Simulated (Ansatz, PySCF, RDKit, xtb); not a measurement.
**C2H4F2: a search for the lowest isomer**

Task: start from the formula C2H4F2, draw up candidate structures, narrow them down in stages, and characterise the one that lies lowest at 298.15 K.

Plan: many cheap relaxations first (GFN2-xTB), then density-functional screening, relaxation at PBE0-D3(BJ)/pcseg-1, vibrations and a final energy. The numbers are computed, not measured.

4 further runs of the same task are left out: 4 set aside as unsound or not needed.

**1. Drawing up candidates**

All bonding patterns within simple valence rules are listed by program: one Lewis structure each, at most two rings and one unusual centre or charged pair. O–O, O–halogen and N–halogen bonds and N–N–N chains are not drawn. That gives 2 candidates.

```csv
label,SMILES,spin
c011,FCCF,singlet
c146,CC(F)F,singlet
```

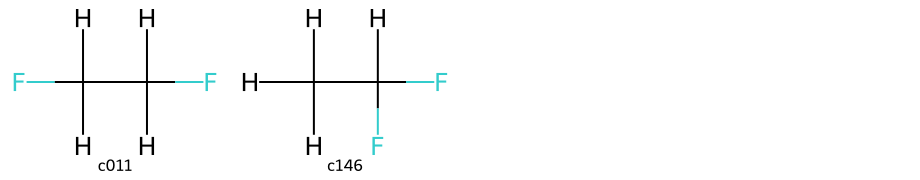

Structural formulas of the candidates.

Candidates are built by distance geometry, with a force field where one applies, in up to four conformers (letters a to d).

Q: Predict the outcome of this search (final energies at CCSD(T)/def2-TZVP).

| quantity | value |
| --- | --- |
| lowest structure found | CC(F)F, singlet, Cs |
| next finalist | FCCF, singlet, 13.3 kcal/mol higher in G |
| share at equilibrium, among the finalists | 100.0 % |
| harmonic wavenumbers, lowest and highest (PBE0-D3(BJ)/pcseg-1) | 238 and 3195 cm⁻¹ |
| rotational constants, same geometry | 0.3162, 0.3016, 0.1733 cm⁻¹ |
| dipole moment (PBE0/def2-TZVPD) | 2.25 D |
| HOMO energy (PBE0/def2-TZVPD) | -9.73 eV |
| LUMO energy (PBE0/def2-TZVPD) | 0.39 eV |
| HOMO–LUMO gap (PBE0/def2-TZVPD) | 10.12 eV |
| lowest excitation (TD-CAM-B3LYP/def2-SVPD) | 9.46 eV (f = 0.015) |
| strongest of the states computed, same level | 11.02 eV (f = 0.117) |
| lowest triplet excitation, same level, Tamm-Dancoff | 9.13 eV |
| vertical ionisation energy | 12.33 eV |
| vertical electron affinity | -1.34 eV (unbound: the value depends on the basis) |
| vertical triplet less singlet | +8.87 eV |

The lowest structure found is `CC(F)F`. The margin of 13.3 kcal/mol over the next finalist is beyond the usual error of the last level; it says nothing of structures that weren't ranked. GFN2-xTB, HF/STO-3G, r2SCAN-D4/def2-SVP, PBE0-D3(BJ)/pcseg-1, HF/def2-TZVP and MP2/def2-TZVP already put its bonding pattern lowest among the structures in one piece. Measured dipole moment: 2.262 D (NIST CCCBDB Release 22 (SRD 101), experimental dipoles); the calculated dipole moment, 2.25 D, differs by -0.01 D. Measured heats of formation are -497 kJ/mol (298.15 K; CRC Handbook of Chemistry and Physics) for c146a and -450.4 kJ/mol (298.15 K; Active Thermochemical Tables) for c011a: a difference of +46.6 kJ/mol, against +56.5 calculated. Lowest found is not proven lowest: the search is finite, and each finalist counts with one conformer. Patterns outside the rules of the enumeration were met only by chance. The lowest isomer need not be the one that is made and kept in a bottle, which depends on barriers.
